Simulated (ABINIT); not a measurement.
# Quasiparticle gap of CO2 (P4_2/mnm) in ABINIT, part 2 of 3

How does a plane-wave GW calculation on CO2 (P4_2/mnm) run from the first input to the gap?

ABINIT 10.8.3; LDA and many-body steps on it, plane waves. Known limits of the many-body steps: not at the basis limit; coarse k mesh.

So far. Step 2 (Ground state): The gap is indirect, with the least direct gap 0.49 eV higher.

### Step 3. Bands along the symmetry lines

Level of this step: DFT, LDA, plane waves, norm-conserving pseudopotentials (ABINIT).

The cheap functional maps the bands first; the places of the edges decide which points the dearer methods must see.

Input file run.abi:

```
acell 3*1.0 Angstrom
rprim 
  4.227212790000 0.000000000000 0.000000000000
  0.000000000000 4.227212790000 0.000000000000
  0.000000000000 0.000000000000 4.687771590000
ntypat 2
znucl 6 8
natom 6
typat 1 1 2 2 2 2
xred 
  0.500000000000 0.500000000000 0.500000000000
  0.000000000000 0.000000000000 0.000000000000
  0.304826860000 0.695173140000 0.500000000000
  0.695173140000 0.304826860000 0.500000000000
  0.195173140000 0.195173140000 0.000000000000
  0.804826860000 0.804826860000 0.000000000000
pp_dirpath "pseudos"
pseudos "C.upf, O.upf"
ecut 37
iscf -2
irdden 1
kptopt 0
nkpt 75
kpt 
  0.00000000 0.00000000 0.00000000
  0.00000000 0.06250000 0.00000000
  0.00000000 0.12500000 0.00000000
  0.00000000 0.18750000 0.00000000
  0.00000000 0.25000000 0.00000000
  0.00000000 0.31250000 0.00000000
  0.00000000 0.37500000 0.00000000
  0.00000000 0.43750000 0.00000000
  0.00000000 0.50000000 0.00000000
  0.06250000 0.50000000 0.00000000
  0.12500000 0.50000000 0.00000000
  0.18750000 0.50000000 0.00000000
  0.25000000 0.50000000 0.00000000
  0.31250000 0.50000000 0.00000000
  0.37500000 0.50000000 0.00000000
  0.43750000 0.50000000 0.00000000
  0.50000000 0.50000000 0.00000000
  0.43750000 0.43750000 0.00000000
  0.37500000 0.37500000 0.00000000
  0.31250000 0.31250000 0.00000000
  0.25000000 0.25000000 0.00000000
  0.18750000 0.18750000 0.00000000
  0.12500000 0.12500000 0.00000000
  0.06250000 0.06250000 0.00000000
  0.00000000 0.00000000 0.00000000
  0.00000000 0.00000000 0.06250000
  0.00000000 0.00000000 0.12500000
  0.00000000 0.00000000 0.18750000
  0.00000000 0.00000000 0.25000000
  0.00000000 0.00000000 0.31250000
  0.00000000 0.00000000 0.37500000
  0.00000000 0.00000000 0.43750000
  0.00000000 0.00000000 0.50000000
  0.00000000 0.06250000 0.50000000
  0.00000000 0.12500000 0.50000000
  0.00000000 0.18750000 0.50000000
  0.00000000 0.25000000 0.50000000
  0.00000000 0.31250000 0.50000000
  0.00000000 0.37500000 0.50000000
  0.00000000 0.43750000 0.50000000
  0.00000000 0.50000000 0.50000000
  0.06250000 0.50000000 0.50000000
  0.12500000 0.50000000 0.50000000
  0.18750000 0.50000000 0.50000000
  0.25000000 0.50000000 0.50000000
  0.31250000 0.50000000 0.50000000
  0.37500000 0.50000000 0.50000000
  0.43750000 0.50000000 0.50000000
  0.50000000 0.50000000 0.50000000
  0.43750000 0.43750000 0.50000000
  0.37500000 0.37500000 0.50000000
  0.31250000 0.31250000 0.50000000
  0.25000000 0.25000000 0.50000000
  0.18750000 0.18750000 0.50000000
  0.12500000 0.12500000 0.50000000
  0.06250000 0.06250000 0.50000000
  0.00000000 0.00000000 0.50000000
  0.00000000 0.50000000 0.00000000
  0.00000000 0.50000000 0.06250000
  0.00000000 0.50000000 0.12500000
  0.00000000 0.50000000 0.18750000
  0.00000000 0.50000000 0.25000000
  0.00000000 0.50000000 0.31250000
  0.00000000 0.50000000 0.37500000
  0.00000000 0.50000000 0.43750000
  0.00000000 0.50000000 0.50000000
  0.50000000 0.50000000 0.00000000
  0.50000000 0.50000000 0.06250000
  0.50000000 0.50000000 0.12500000
  0.50000000 0.50000000 0.18750000
  0.50000000 0.50000000 0.25000000
  0.50000000 0.50000000 0.31250000
  0.50000000 0.50000000 0.37500000
  0.50000000 0.50000000 0.43750000
  0.50000000 0.50000000 0.50000000
istwfk *1
nband 23
nbdbuf 2
tolwfr 1e-08
nstep 40
prtwf 0
prtvol 0
indata_prefix "in"
outdata_prefix "out"
tmpdata_prefix "tmp"
```

Run with:

```
> OMP_NUM_THREADS=1 mpirun -n 8 abinit run.abi > log
```

Numbers of over 12 decimals in the logs are rounded to 6 here.

What it wrote:

```text
.Version 10.8.3 of ABINIT. v10.8.2 released Aug 2026.

 Symmetries : space group P4_2/m n m (#136); Bravais tP (primitive tetrag.)
[... echo of the input left out ...]
== DATASET  1 ==================================================================
-   mpi_nproc: 8, omp_nthreads: 1 (-1 if OMP is not activated)

--- !DatasetInfo
iteration_state: {dtset: 1, }
dimensions: {natom: 6, nkpt: 75, mband: 23, nsppol: 1, nspinor: 1, nspden: 1, mpw: 6124, }
cutoff_energies: {ecut:  37.0, pawecutdg:  -1.0, }
electrons: {nelect:   3.20000000E+01, charge:   0.00000000E+00, occopt:   1.00000000E+00, tsmear:   1.00000000E-02, }

 Real(R)+Recip(G) space primitive vectors, cartesian coordinates (Bohr,Bohr^-1):
 R(1)=  7.9882744  0.0000000  0.0000000  G(1)=  0.1251835  0.0000000  0.0000000
 R(2)=  0.0000000  7.9882744  0.0000000  G(2)=  0.0000000  0.1251835  0.0000000
 R(3)=  0.0000000  0.0000000  8.8586044  G(3)=  0.0000000  0.0000000  0.1128846
 Unit cell volume ucvol=  5.6528995E+02 bohr^3
 Angles (23,13,12)=  9.00000000E+01  9.00000000E+01  9.00000000E+01 degrees

 getcut: wavevector=  0.0000  0.0000  0.0000  ngfft=  45  45  50
         ecut(hartree)=     37.000   => boxcut(ratio)=   2.01156

--- Pseudopotential description ------------------------------------------------
- C Generated using ONCVPSP code by D. R. Hamann
-  6.00000   4.00000  180309                  znucl, zion, pspdat
12 -1012 1 -1 1234                            pspcod,pspxc,lmax,lloc,mmax
     nproj     2     2     0
  pspatm : epsatm=    4.35103003
         --- l  ekb(1:nproj) -->
             0    6.431505    0.400560
             1   -4.185684   -0.892924
 pspatm: atomic psp has been read  and splines computed

- O Generated using ONCVPSP code by D. R. Hamann
-  8.00000   6.00000  201201                  znucl, zion, pspdat
12 -1012 2 -1 926                             pspcod,pspxc,lmax,lloc,mmax
     nproj     2     2     1
  pspatm : epsatm=    6.27558587
         --- l  ekb(1:nproj) -->
             0    6.026028    0.816167
[...]
2   -1.033686
 pspatm: atomic psp has been read  and splines computed

--------------------------------------------------------------------------------

================================================================================
 prteigrs : about to open file out_EIG
 Non-SCF case, kpt    1 (  0.00000  0.00000  0.00000), residuals and eigenvalues=
  5.98E-09  4.42E-09  7.46E-09  8.41E-09  5.74E-09  3.28E-09  3.74E-09  3.07E-09
  3.90E-09  2.87E-09  3.14E-09  3.60E-09  5.36E-09  3.23E-09  7.93E-09  7.46E-09
  5.78E-09  7.92E-09  7.51E-09  9.41E-09  5.25E-09  8.37E-09  3.40E-05
 -8.7984E-01 -8.6823E-01 -8.3707E-01 -8.3707E-01 -3.2786E-01 -3.1534E-01
 -3.0740E-01 -2.8444E-01 -2.8444E-01 -2.5674E-01 -2.5674E-01 -2.5466E-01
 -1.7966E-01 -1.4723E-01 -1.4439E-01 -1.4439E-01  1.0591E-01  1.4334E-01
[...]
-1.4585E-01 -1.4585E-01 -1.2652E-01 -1.2652E-01  1.5091E-01  1.5091E-01
  1.7619E-01  1.7619E-01  2.8382E-01  2.8382E-01  3.5427E-01

--- !ResultsGS
iteration_state: {dtset: 1, }
comment   : Summary of ground state results
lattice_vectors:
- [  7.9882744,   0.0000000,   0.0000000, ]
- [  0.0000000,   7.9882744,   0.0000000, ]
- [  0.0000000,   0.0000000,   8.8586044, ]
lattice_lengths: [   7.98827,    7.98827,    8.85860, ]
lattice_angles: [ 90.000,  90.000,  90.000, ] # degrees, (23, 13, 12)
lattice_volume:   5.6528995E+02
convergence: {deltae:  0.000E+00, res2:  0.000E+00, residm:  9.990E-09, diffor:  0.000E+00, }
etotal    :  -7.80259371E+01
entropy   :   0.00000000E+00
fermie    :  -1.26518767E-01
cartesian_stress_tensor: null
pressure_GPa: null
xred      :
- [  5.0000E-01,   5.0000E-01,   5.0000E-01,  C]
- [  0.0000E+00,   0.0000E+00,   0.0000E+00,  C]
- [  3.0483E-01,   6.9517E-01,   5.0000E-01,  O]
- [  6.9517E-01,   3.0483E-01,   5.0000E-01,  O]
- [  1.9517E-01,   1.9517E-01,   0.0000E+00,  O]
- [  8.0483E-01,   8.0483E-01,   0.0000E+00,  O]
cartesian_forces: null
force_length_stats: {min: null, max: null, mean: null, }

 Integrated electronic density in atomic spheres:
 ------------------------------------------------
 Atom  Sphere_radius  Integrated_density
[...]
================================================================================

 ----iterations are completed or convergence reached----

 Mean square residual over all n,k,spin=   54.234E-10; max=  99.902E-10
 reduced coordinates (array xred) for    6 atoms
[...]
0.195173140000      0.195173140000      0.000000000000
       0.804826860000      0.804826860000      0.000000000000

 cartesian coordinates (angstrom) at end:
    1      2.113606     2.113606     2.343886
    2      0.000000     0.000000     0.000000
    3      1.288568     2.938645     2.343886
    4      2.938645     1.288568     2.343886
    5      0.825038     0.825038     0.000000
    6      3.402174     3.402174     0.000000
 length scales=  1.889726125908  1.889726125908  1.889726125908 bohr
              =  1.000000000000  1.000000000000  1.000000000000 angstroms
 prteigrs : about to open file out_EIG
 Eigenvalues (hartree) for nkpt=  75  k points:
 kpt#   1, nband= 23, wtk=  1.00000, kpt=  0.0000  0.0000  0.0000 (reduced coord)
[...]
kpt#   2, nband= 23, wtk=  1.00000, kpt=  0.0000  0.0625  0.0000 (reduced coord)
[...]
kpt#   3, nband= 23, wtk=  1.00000, kpt=  0.0000  0.1250  0.0000 (reduced coord)
[...]
kpt#  74, nband= 23, wtk=  1.00000, kpt=  0.5000  0.5000  0.4375 (reduced coord)
[...]
0.15148    0.15148    0.17618    0.17618    0.28104    0.28104    0.35302
 kpt#  75, nband= 23, wtk=  1.00000, kpt=  0.5000  0.5000  0.5000 (reduced coord)
  -0.87085   -0.87085   -0.83990   -0.83990   -0.33075   -0.33075   -0.29604   -0.29604
  -0.28282   -0.28282   -0.26587   -0.26587   -0.14585   -0.14585   -0.12652   -0.12652
   0.15091    0.15091    0.17619    0.17619    0.28382    0.28382    0.35427

== END DATASET(S) ==============================================================
================================================================================

 -outvars: echo values of variables after computation  --------
            nband          23
             nkpt          75
          spgroup         136
 [... the other variables as echoed above ...]

 Calculation completed.
```

It took 21 s on 8 MPI ranks of Arm Neoverse V2, shared host; peak memory 0.67 GiB.

This step gave:

| Property | Result |
| --- | --- |
| gap | 6.325 eV |
| k of the valence top | 0.5, 0.5, 0.5 |
| k of the conduction bottom | 0, 0, 0 |
| least direct gap | 6.811 eV |

The gap is 6.325 eV, as in the run before at this level.

Electronic bands along the path, in eV, zero at the top of the highest filled band:

| point | band 13 | band 14 | band 15 | band 16 | band 17 | band 18 | band 19 | band 20 |
| --- | --- | --- | --- | --- | --- | --- | --- | --- |
| Γ | -1.45 | -0.56 | -0.49 | -0.49 | 6.32 | 7.34 | 7.78 | 7.78 |
| X | -0.55 | -0.55 | -0.50 | -0.50 | 7.97 | 7.97 | 8.08 | 8.08 |
| M | -0.69 | -0.69 | 0.00 | 0.00 | 8.11 | 8.11 | 8.23 | 8.23 |
| Γ | -1.45 | -0.56 | -0.49 | -0.49 | 6.32 | 7.34 | 7.78 | 7.78 |
| Z | -1.02 | -1.02 | -0.49 | -0.49 | 7.70 | 7.70 | 7.92 | 7.92 |
| R | -0.93 | -0.93 | -0.27 | -0.27 | 7.83 | 7.83 | 8.34 | 8.34 |
| A | -0.53 | -0.53 | 0.00 | 0.00 | 7.55 | 7.55 | 8.24 | 8.24 |
| Z | -1.02 | -1.02 | -0.49 | -0.49 | 7.70 | 7.70 | 7.92 | 7.92 |
| jump to X | -0.55 | -0.55 | -0.50 | -0.50 | 7.97 | 7.97 | 8.08 | 8.08 |
| R | -0.93 | -0.93 | -0.27 | -0.27 | 7.83 | 7.83 | 8.34 | 8.34 |
| jump to M | -0.69 | -0.69 | 0.00 | 0.00 | 8.11 | 8.11 | 8.23 | 8.23 |
| A | -0.53 | -0.53 | 0.00 | 0.00 | 7.55 | 7.55 | 8.24 | 8.24 |

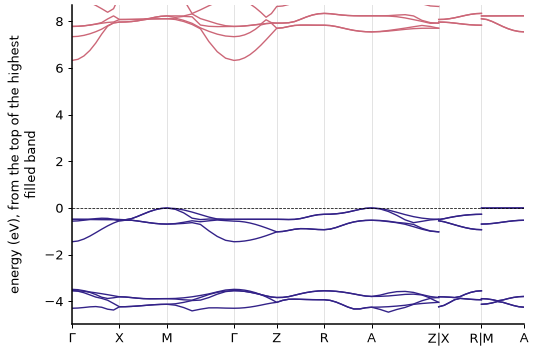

Electronic bands along the path; lines of filled and empty bands in two colours.

### Step 4. Empty states on the mesh, 2×2×2 mesh, 77 bands

The sums over transitions need many empty states on a uniform mesh; this step solves for them.

Input file run.abi:

```
acell 3*1.0 Angstrom
rprim 
  4.227212790000 0.000000000000 0.000000000000
  0.000000000000 4.227212790000 0.000000000000
  0.000000000000 0.000000000000 4.687771590000
ntypat 2
znucl 6 8
natom 6
typat 1 1 2 2 2 2
xred 
  0.500000000000 0.500000000000 0.500000000000
  0.000000000000 0.000000000000 0.000000000000
  0.304826860000 0.695173140000 0.500000000000
  0.695173140000 0.304826860000 0.500000000000
  0.195173140000 0.195173140000 0.000000000000
  0.804826860000 0.804826860000 0.000000000000
pp_dirpath "pseudos"
pseudos "C.upf, O.upf"
ecut 37
ngkpt 2 2 2
nshiftk 1
shiftk 0 0 0
kptopt 1
chksymbreak 0
iscf -2
irdden 1
istwfk *1
nband 77
nbdbuf 6
tolwfr 1e-09
nstep 60
prtvol 0
indata_prefix "in"
outdata_prefix "out"
tmpdata_prefix "tmp"
```

What it wrote:

```text
.Version 10.8.3 of ABINIT. v10.8.2 released Aug 2026.

 Symmetries : space group P4_2/m n m (#136); Bravais tP (primitive tetrag.)
[... echo of the input left out ...]
== DATASET  1 ==================================================================
-   mpi_nproc: 8, omp_nthreads: 1 (-1 if OMP is not activated)
-    --> not optimal distribution: autoparal keyword recommended in input file <--

--- !DatasetInfo
iteration_state: {dtset: 1, }
dimensions: {natom: 6, nkpt: 6, mband: 77, nsppol: 1, nspinor: 1, nspden: 1, mpw: 6088, }
cutoff_energies: {ecut:  37.0, pawecutdg:  -1.0, }
electrons: {nelect:   3.20000000E+01, charge:   0.00000000E+00, occopt:   1.00000000E+00, tsmear:   1.00000000E-02, }

 Real(R)+Recip(G) space primitive vectors, cartesian coordinates (Bohr,Bohr^-1):
 R(1)=  7.9882744  0.0000000  0.0000000  G(1)=  0.1251835  0.0000000  0.0000000
 R(2)=  0.0000000  7.9882744  0.0000000  G(2)=  0.0000000  0.1251835  0.0000000
 R(3)=  0.0000000  0.0000000  8.8586044  G(3)=  0.0000000  0.0000000  0.1128846
 Unit cell volume ucvol=  5.6528995E+02 bohr^3
 Angles (23,13,12)=  9.00000000E+01  9.00000000E+01  9.00000000E+01 degrees

 getcut: wavevector=  0.0000  0.0000  0.0000  ngfft=  45  45  50
         ecut(hartree)=     37.000   => boxcut(ratio)=   2.01156

--- Pseudopotential description ------------------------------------------------
- C Generated using ONCVPSP code by D. R. Hamann
-  6.00000   4.00000  180309                  znucl, zion, pspdat
12 -1012 1 -1 1234                            pspcod,pspxc,lmax,lloc,mmax
     nproj     2     2     0
  pspatm : epsatm=    4.35103003
         --- l  ekb(1:nproj) -->
             0    6.431505    0.400560
             1   -4.185684   -0.892924
 pspatm: atomic psp has been read  and splines computed

- O Generated using ONCVPSP code by D. R. Hamann
-  8.00000   6.00000  201201                  znucl, zion, pspdat
12 -1012 2 -1 926                             pspcod,pspxc,lmax,lloc,mmax
     nproj     2     2     1
  pspatm : epsatm=    6.27558587
         --- l  ekb(1:nproj) -->
             0    6.026028    0.816167
[...]
2   -1.033686
 pspatm: atomic psp has been read  and splines computed

--------------------------------------------------------------------------------

================================================================================
 prteigrs : about to open file out_EIG
 Non-SCF case, kpt    1 (  0.00000  0.00000  0.00000), residuals and eigenvalues=
  3.73E-10  4.34E-10  3.03E-10  4.38E-10  1.04E-10  1.01E-10  1.13E-10  1.94E-10
  1.96E-10  1.79E-10  1.72E-10  1.80E-10  1.11E-10  2.00E-10  8.91E-11  8.61E-11
  4.66E-11  1.61E-10  2.87E-10  7.54E-10  3.31E-10  2.15E-10  7.99E-11  1.48E-10
[...]
1.49E-08  1.91E-08  3.77E-07  2.32E-06  4.88E-05
 -8.7984E-01 -8.6823E-01 -8.3707E-01 -8.3707E-01 -3.2786E-01 -3.1534E-01
 -3.0740E-01 -2.8444E-01 -2.8444E-01 -2.5674E-01 -2.5674E-01 -2.5466E-01
 -1.7966E-01 -1.4723E-01 -1.4439E-01 -1.4439E-01  1.0591E-01  1.4334E-01
[...]
1.2848E+00  1.3201E+00  1.3370E+00  1.3370E+00  1.3628E+00  1.3719E+00
  1.3719E+00  1.4000E+00  1.4393E+00  1.4393E+00  1.4502E+00  1.4633E+00
  1.4686E+00  1.4686E+00  1.4850E+00  1.5067E+00  1.5076E+00
 prteigrs : prtvol=0 or 1, do not print more k-points.

--- !ResultsGS
iteration_state: {dtset: 1, }
comment   : Summary of ground state results
lattice_vectors:
- [  7.9882744,   0.0000000,   0.0000000, ]
- [  0.0000000,   7.9882744,   0.0000000, ]
- [  0.0000000,   0.0000000,   8.8586044, ]
lattice_lengths: [   7.98827,    7.98827,    8.85860, ]
lattice_angles: [ 90.000,  90.000,  90.000, ] # degrees, (23, 13, 12)
lattice_volume:   5.6528995E+02
convergence: {deltae:  0.000E+00, res2:  0.000E+00, residm:  9.922E-10, diffor:  0.000E+00, }
etotal    :  -7.80259371E+01
entropy   :   0.00000000E+00
fermie    :  -1.26518767E-01
cartesian_stress_tensor: null
pressure_GPa: null
xred      :
- [  5.0000E-01,   5.0000E-01,   5.0000E-01,  C]
- [  0.0000E+00,   0.0000E+00,   0.0000E+00,  C]
- [  3.0483E-01,   6.9517E-01,   5.0000E-01,  O]
- [  6.9517E-01,   3.0483E-01,   5.0000E-01,  O]
- [  1.9517E-01,   1.9517E-01,   0.0000E+00,  O]
- [  8.0483E-01,   8.0483E-01,   0.0000E+00,  O]
cartesian_forces: null
force_length_stats: {min: null, max: null, mean: null, }

 Integrated electronic density in atomic spheres:
 ------------------------------------------------
 Atom  Sphere_radius  Integrated_density
[...]
================================================================================

 ----iterations are completed or convergence reached----

 Mean square residual over all n,k,spin=   38.166E-11; max=  99.219E-11
 reduced coordinates (array xred) for    6 atoms
[...]
0.195173140000      0.195173140000      0.000000000000
       0.804826860000      0.804826860000      0.000000000000

 cartesian coordinates (angstrom) at end:
    1      2.113606     2.113606     2.343886
    2      0.000000     0.000000     0.000000
    3      1.288568     2.938645     2.343886
    4      2.938645     1.288568     2.343886
    5      0.825038     0.825038     0.000000
    6      3.402174     3.402174     0.000000
 length scales=  1.889726125908  1.889726125908  1.889726125908 bohr
              =  1.000000000000  1.000000000000  1.000000000000 angstroms
 prteigrs : about to open file out_EIG
 Eigenvalues (hartree) for nkpt=   6  k points:
 kpt#   1, nband= 77, wtk=  0.12500, kpt=  0.0000  0.0000  0.0000 (reduced coord)
[...]
1.17723    1.17723    1.25152    1.26850    1.28480    1.32013    1.33700    1.33700
   1.36283    1.37186    1.37186    1.40001    1.43926    1.43926    1.45024    1.46331
   1.46857    1.46857    1.48496    1.50666    1.50758
 prteigrs : prtvol=0 or 1, do not print more k-points.

== END DATASET(S) ==============================================================
================================================================================

 -outvars: echo values of variables after computation  --------
            nband          77
             nkpt           6
          spgroup         136
 [... the other variables as echoed above ...]

 Calculation completed.
```

Run time: 12 s. Hardware: 8 MPI ranks; peak memory 0.56 GiB; 98 s of CPU time.

This step gave:

```
gap                                                           : 6.325 eV
k of the valence top                                          : 0.5, 0.5, 0.5
k of the conduction bottom                                    : 0, 0, 0
least direct gap                                              : 6.811 eV
k points computed                                             : 6
lowest point of the top converged band, above the valence top : 42.23 eV
```

On this mesh the gap is 6.325 eV.

[end of part 2 of 3]

[Paths, hosts, dates, memory and timing lines, banners, echoed tables and standing remarks are left out of the program output.]

[Logs are printed without paths, hosts, clocks, repeated set-up lines and the standing remarks that a program may print on its own settings, such as how far it seeks lower states.]

[Runs of the session that timed out or met a known fault of the program may be left out.]

[Hosts, paths, dates, database ids (printed as entryN), source tags and the programs' standing remarks are cut or masked in the printed files.]

[G0W0 gaps are taken among the corrected bands and points alone; a level outside them can change the order at an edge.]

[Where Ansatz stands beside ABINIT at settings called matched, ABINIT's density can come from a denser mesh and the files from another edition; pairs whose starting gaps differed by over 0.03 eV were left out, so agreement reads better than it is.]
